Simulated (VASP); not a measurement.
```xyz
2
Lattice="4.2187 0.0000 0.0000 -2.1094 3.6535 0.0000 0.0000 0.0000 3.7672" Properties=species:S:1:pos:R:3 pbc="T T T"
Cd     0.0000     0.0000     0.0000
Te     2.1094     1.2178     1.8836
```

Method: r2SCAN meta-GGA, VASP's PBE PAW potentials (set 64) (plane waves; VASP). Numerical set-up: 400 eV cut-off, 11×11×11 Γ-centred mesh, tetrahedra with Blöchl corrections, potentials Cd Te.

Unless said otherwise, spin-orbit coupling is left out, though it shifts the bands of the heavy elements here.

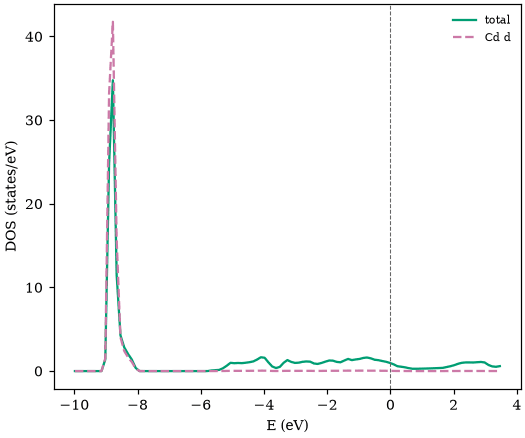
Total and projected density of states, zero at the Fermi level

Within 2 eV below the Fermi level the largest weight inside VASP's projection spheres is Te p.

It has no gap at this level: it comes out as a metal or semimetal.

The structure was generated: CdTe was put into the WC type (P-6m2), which need not be its known phase. It was relaxed first, which changed the volume by +7 %.
